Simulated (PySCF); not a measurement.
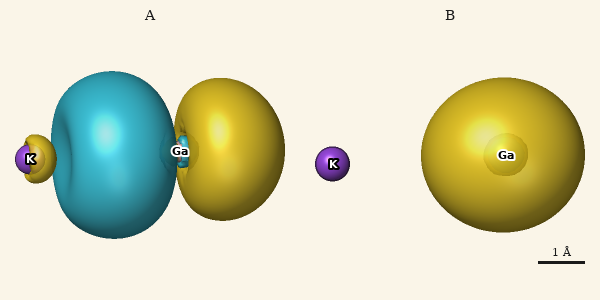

Figure 1: KGa (charge +1, doublet). Two frontier α-spin orbitals, each drawn at the value that holds 80 % of its norm (yellow and cyan are the two phases), in no order; of a degenerate pair one member is drawn.

Theory: PySCF 2.14.0, PBE0/def2-SVP, non-relativistic Hamiltonian with scalar-relativistic core potentials where named, at a bond length of 3.959 Å.

Question: Label each orbital by symmetry, say whether it is occupied, and order them by energy.

Answer: Orbital B: σ, occupied in this spin, −13.96 eV; almost wholly on Ga.
Orbital A: σ, occupied in this spin, −8.04 eV; mainly on Ga (80 %).
